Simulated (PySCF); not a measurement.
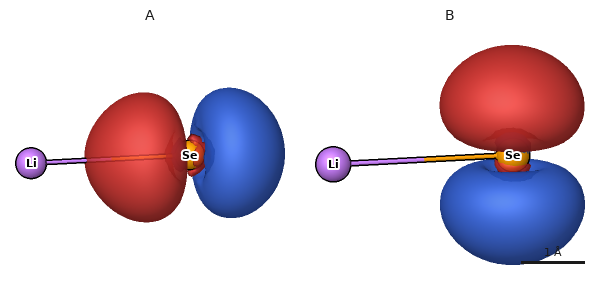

LiSe (quartet). Two frontier α-spin orbitals, each drawn at the value that holds 80 % of its norm (blue and red are the two phases), in no order; of a degenerate pair one member is drawn.

Theory: PySCF, PBE0/pcseg-2, non-relativistic, at a bond length of 2.961 Å.

**Name the orbitals and rank them from lowest to highest energy.**

Orbital B: π, occupied in this spin, −9.79 eV; almost wholly on Se.
Orbital A: σ, occupied in this spin, −8.89 eV; mainly on Se (95 %).
